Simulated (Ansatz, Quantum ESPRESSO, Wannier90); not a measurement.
# Ballistic channels from Wannier functions: straight Ga chain, spacing 2.75 Å, part 5 of 5

Wanted: localised orbitals and the quantum conductance of this wire: straight Ga chain, spacing 2.75 Å.

Quantum ESPRESSO 7.5 and Wannier90 3.1.0; plane-wave DFT, LDA, GBRV ultrasoft pseudopotentials; cross-check by Ansatz 0.2.0 with PAW datasets.

So far. Step 2 (Self-consistent run): The run needed 13 iterations to bring the estimated error under 1e-07 Ry. Step 6 (Localisation, bands and conductance): Bands and channels are those of the Wannier model: bands that were not projected, and all outside the frozen window, are missing or only approximate.

## 10. Cross-check with Ansatz

A second code with its own PAW datasets, on the same atoms.

Level of this step: plane-wave DFT, LDA, Ansatz PAW (Ansatz 0.2.0).

System of this step: straight Ga chain, spacing 2.75 Å, 2 periods. The cell holds 2 atoms: 2 Ga. Cell: a = 8.000 Å, b = 8.000 Å, c = 5.508 Å, α = 90.0°, β = 90.0°, γ = 90.0°. Vacuum lies along a and b. The structure's axis is c.

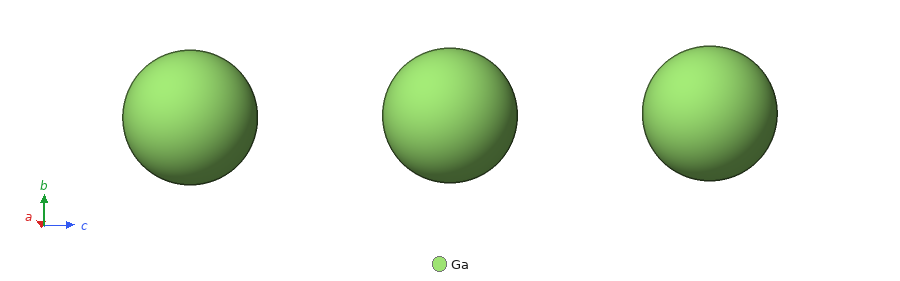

The cell of this step (gallium green). Some periodic images of atoms are drawn too.

The input, input.yaml:

```yaml
crystal:
  lattice:
    - [8.0, 0.0, 0.0]
    - [0.0, 8.0, 0.0]
    - [0.0, 0.0, 5.508]
  atoms:
    - { symbol: Ga, position: [0.0, 0.0, 0.0] }
    - { symbol: Ga, position: [0.0, 0.0, 0.5] }
kpoints:
  mp_grid: { grid: [1, 1, 14] }
hamiltonian:
  xc: lda
scf:
  occupations: { method: fermi_dirac, width: 0.05 }
  convergence: { dr2_threshold: 1.0e-08 }
output:
  transmission:
    leads: [[0, 0]]
    e_range: [-4.0, 2.0]
    de: 0.05
    kmesh: [1, 1]
    reduced_basis: true
```

Run with:

```
$ ansatz run input.yaml --threads 2 --pin off --max-ram 4096MiB --backend cpu --events-out ev --progress --plain --runs-dir out
```

Numbers of over 12 decimals in the logs are rounded to 6 here.

The program printed:

```text
Engine: ansatz 0.2.0, x86_64-unknown-linux-gnu
Pseudopotentials: kind: paw
Pseudopotential: Ga, paw, valence charge 13, recommended cutoff 420 eV (normal), Ga.paw.azcp
Functional definition: SPW92
  exchange = slater_x
  correlation = pw_c
Crystal: 2 atoms, lattice volume = 352.512 Å³
Basis set: ecut = 420 eV, 6883 PW (Γ)
Bands: 17, of which v1, the nominal top of the filled ones, is band 13 counted from 1 (12 counted from 0)
Symmetry: 32 space group operations
Space group: P4/mmm (ITA 123), of the structure as read, at distance tolerance 7.1e-5 Å
k-points: 8 of 14
Non-local potential: Ga, projectors of the file, l = 0: 2, l = 1: 2, l = 2: 3, l = 3: 1
PAW form: soft (Blöchl's): semilocal exchange-correlation on the pseudo side does not see the compensation charge
PAW frozen core: Ga, regenerated for the run's functional, and the local potential with it (the file was generated under x = pbe(κ = 0.804, μ = 0.219515), c = pbe(β = 0.066725))
PAW one-centre angular grid: Ga, 590 points (default); XC on 64 Gauss nodes
Initial density: superposition of atomic densities (neutral atoms: chi_scale 0, normalization atom), corrected by the library's trained network
Initial wavefunctions: pseudopotential atomic-orbital guess
Functional: x = slater, c = lda
SCF iter   1: F=—  HF=-7410.260155 eV  |F-HF|=—  |Δ(HF+E_count)|=         —  Δρ=1.97e-3  dr2=1.35e-2  ethr=1.77e-3  ⟨swp⟩=5.0  Hψ=598  notcnv=0
preconditioner: auto → LDOS  [insulator: Δε(μ)=0.129 eV  Ē_g=14.315 eV  σ=0.050 eV  W_gap=0.55  n_scr=38 (ndim 8)  ℏωp=10.1 eV  f_vac=0.692  D(μ)=5.07/eV (n_scr^D=30)  ε∞_Penn≈1.5  β→1.0]
SCF iter   2: F=—  HF=-7410.255086 eV  |F-HF|=—  |Δ(HF+E_count)|=   5.07e-3  Δρ=4.34e-4  dr2=1.30e-3  ethr=5.18e-5  ⟨swp⟩=2.4  Hψ=259  notcnv=0
SCF iter   3: F=—  HF=-7410.255352 eV  |F-HF|=—  |Δ(HF+E_count)|=   2.66e-4  Δρ=2.85e-4  dr2=3.72e-4  ethr=5.00e-6  ⟨swp⟩=2.0  Hψ=246  notcnv=0
SCF iter   4: F=—  HF=-7410.255473 eV  |F-HF|=—  |Δ(HF+E_count)|=   1.21e-4  Δρ=2.95e-4  dr2=2.72e-4  ethr=1.43e-6  ⟨swp⟩=2.0  Hψ=233  notcnv=0
SCF iter   5: F=—  HF=-7410.255274 eV  |F-HF|=—  |Δ(HF+E_count)|=   1.99e-4  Δρ=5.76e-5  dr2=1.62e-5  ethr=1.04e-6  ⟨swp⟩=2.0  Hψ=241  notcnv=0
SCF iter   6: F=—  HF=-7410.255272 eV  |F-HF|=—  |Δ(HF+E_count)|=   1.45e-6  Δρ=7.43e-6  dr2=3.66e-7  ethr=6.21e-8  ⟨swp⟩=2.0  Hψ=243  notcnv=0
SCF iter   7: F=—  HF=-7410.255283 eV  |F-HF|=—  |Δ(HF+E_count)|=   1.04e-5  Δρ=1.59e-6  dr2=8.10e-9  ethr=3.85e-11  ⟨swp⟩=3.0  Hψ=533  notcnv=0
SCF iter   8: F=-7410.255283 eV  HF=-7410.255283 eV  |F-HF|=3.20e-10  |Δ(HF+E_count)|=   1.05e-8  Δρ=2.97e-7  dr2=2.77e-10  ethr=3.12e-11  ⟨swp⟩=1.0  Hψ=419  notcnv=0
SCF 1 converged in 8 iterations: F = -7410.255283 eV  dr2 = 2.77e-10
  greatest PAW one-centre occupation: 0.995 electrons in one spin orbital (limit 2), on the Ga atom at site 1 (counted from 0), in its partial waves of l = 2
transmission: 7 of 42 steps passed
transmission: 14 of 42 steps passed
[...]
transmission: 42 of 42 steps passed
SCF converged after 8 iterations
Free energy (F): -7410.255283 eV
Harris-Foulkes:  -7410.255283 eV  (|F-HF|=3.20e-10)
Internal energy: -7410.213329 eV  (E = F + TS)
E sigma→0 (E₀):  -7410.234306 eV
Entropy (-TS):   -0.041954 eV (-20.977 meV/atom)
Fermi energy:    -2.287554 eV
--- Per-component energies (eV) ---
  E_band       = -387.028260
  E_kinetic    = 226.001047
  E_local      = -7261.647256  (includes V_loc(G=0)·N_el)
  E_nonlocal   = 844.425040
  E_hartree    = 3361.841473
  E_xc         = -134.079633
  E_vxc        = -111.861359  (∫ρ·V_xc dr)
  E_paw        = -3813.854519  (= ΣΔE_a)
  E_vpaw       = -807.628315  (= ΣTr[D̂ρ^β])
  E_aug_tail   = -0.000248  (compensation charges beyond the density's cutoff)
  E_ewald      = -636.356192
  E_core_change = 3.456960  (= ΣΔE_core)
  E_smearing   = -0.041954  (= −TS)
  E_closure    = 0.000000  (closes the sum)
  Σ components = -7410.255283   (vs F -7410.255283, Δ=0.00e0)
--- Band table (eV; the first three rows and the last of 8) ---
  k-point 0: bands = [... 9 lower, -17.3326, -9.2952, -4.9377, -3.5852, -2.4342, -2.4342, 0.4283, 1.3198]
  k-point 1: bands = [... 9 lower, -17.3373, -9.2711, -5.2307, -3.2391, -2.4083, -2.4083, 0.4533, 1.1867]
  k-point 2: bands = [... 9 lower, -17.3512, -9.1988, -5.7652, -2.5454, -2.3306, -2.3306, 0.5283, 0.8562]
  k-point 7: bands = [... 9 lower, -17.5203, -8.0978, -8.0978, -1.1955, -1.1955, -1.1955, -1.1955, 1.6443]
--- Transmission ---
  basis      : 561 plane waves across, 7 finite elements along
  points     : 1, standing for a mesh of 1 x 1
  energies   : 121 from -4.000000 to 2.000000 eV about the Fermi level, 0.050000 eV apart; the leads are filled to 0.000000 eV, and channels, transmission and decay are at 0.000000 eV
  crystal 0  : Ga2, at the sites [0, 0], period 5.5080 Å: whole cells are its period
    offset         : up to 0.0000 Å between an atom of the period and one for which it stands
    channels       : 3.000000e0 a spin
    conductance    : none, the energies end too early or step too widely for 300 K: set another output.transmission.e_range or a lower de, or, where they end at an eighth of basis.ecutwfc, a higher one
```

Elapsed: 42 s, on 2 threads of Intel Xeon Platinum 8488C (Sapphire Rapids), shared host; peak memory 0.6 GiB.

Numbers from this step:

* free energy: -7410.2553 eV
* energy at zero smearing: -7410.2343 eV
* smearing term TS: 0.04195 eV
* Fermi energy: -2.288 eV
* symmetry operations: 32
* lead channels at the Fermi level, one spin: 3

Per spin. The open channels by energy, zero at the Fermi level:

| energy (eV) | open channels |
| --- | --- |
| -4.0000 | 1 |
| -3.7500 | 1 |
| -3.5000 | 1 |
| -3.2500 | 1 |
| -3.0000 | 1 |
| -2.7500 | 1 |
| -2.5000 | 0 |
| -2.2500 | 0 |
| -2.0000 | 0 |
| -1.7500 | 0 |
| -1.5000 | 0 |
| -1.2500 | 1 |
| -1.0000 | 1 |
| -0.7500 | 1 |
| -0.5000 | 1 |
| -0.2500 | 1 |
| 0.0000 | 3 |
| 0.2500 | 3 |
| 0.5000 | 3 |
| 0.7500 | 3 |
| 1.0000 | 3 |
| 1.2500 | 3 |
| 1.5000 | 3 |
| 1.7500 | 3 |
| 2.0000 | 3 |

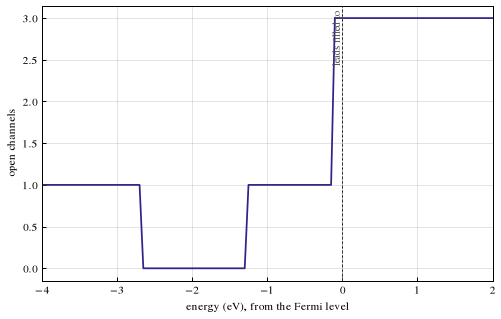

Open channels against energy.

## 11. A check by hand

3 channels × 77.48 µS = 232 µS, a two-terminal resistance of 12.906/3 = 4.30 kΩ whatever the wire's length, as long as nothing scatters.

## 12. Results

| Property | Result |
| --- | --- |
| open channels at the Fermi level, per spin | 3 |
| total spread | 11.0 Å² |
| gauge-invariant spread | 8.68 Å² |
| largest band misfit in the frozen window | 0.0279 eV |
| channels at the Fermi level by Ansatz | 3 |

In words: The wire offers 3 channels per spin at the Fermi level. Between -4 and 1.5 eV the channel count from Wannier functions equals that from Ansatz's layer matching at 99 % of the energies; outside the frozen window the Wannier bands are not held to the plane-wave ones. Each plane-wave level in the frozen window has a Wannier level within 0.03 eV; this test doesn't see extra bands that a model may add. The wire is perfect, so the conductance only counts bands: each channel, with its partner of the other spin, carries G₀ = 2e²/h. It was run without spin polarisation, which was not tested.

[Logs are printed without paths, hosts, clocks, repeated set-up lines and the standing remarks that a program may print on its own settings, such as how far it seeks lower states.]

[Hosts, paths, dates, database ids (printed as entryN), source tags and the programs' standing remarks are cut or masked in the printed files.]

[Maps of the electrostatic potential energy from Ansatz leave out the sawtooth potential of an applied field or a dipole correction, so their vacuum need not be flat; planar profiles and work functions include it.]
